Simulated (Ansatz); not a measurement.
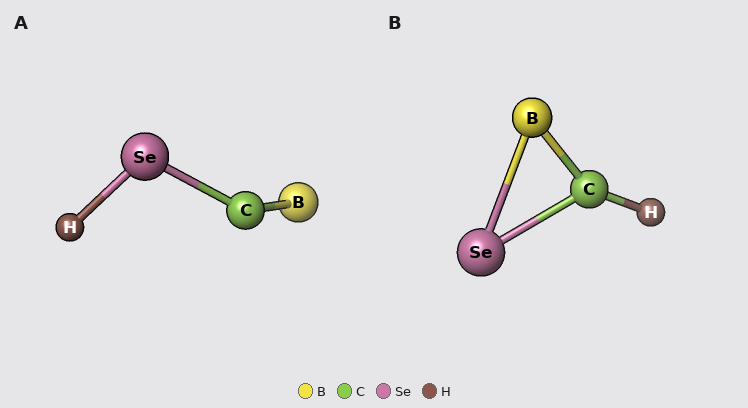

2 stationary structures of one formula. Geometries: PBE-D4/def2-SVP. Electronic energies: PBE-D4/def2-SVP (Ansatz 0.2.0), without zero-point energy. No frequency run is at hand to confirm each as a minimum.

Which is lowest in energy, and by how much?

B is lowest; A lies 1.627 eV above it (C1).
